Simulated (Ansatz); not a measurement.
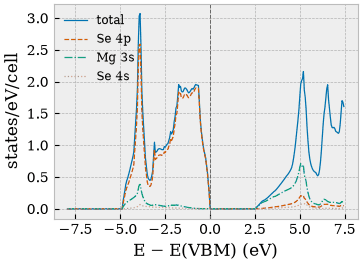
Figure: Total and projected density of states of MgSe (rock salt, Fm-3m), the program Ansatz at the r²SCAN level (PAW)

Which orbitals carry the states next to the gap?

Top 1 eV of the valence band: Se 4p 97 %. Bottom 1 eV of the conduction band: Mg 3s 79 %, Se 4p 7 %, outside the projected shells 10 %. Projections are on Löwdin-orthogonalised atomic valence shells; empty p or d shells of many metals are not among them.

Where is the tallest occupied peak in this window, and what makes it?

Near -3.9 eV, about 3.1 states/eV per cell; the largest projected share is Se 4p.

The cell was relaxed with r²SCAN under the symmetry of its start. Spin–orbit coupling is left out wherever it is not named.

Potentials: the later of the program's two PAW sets.
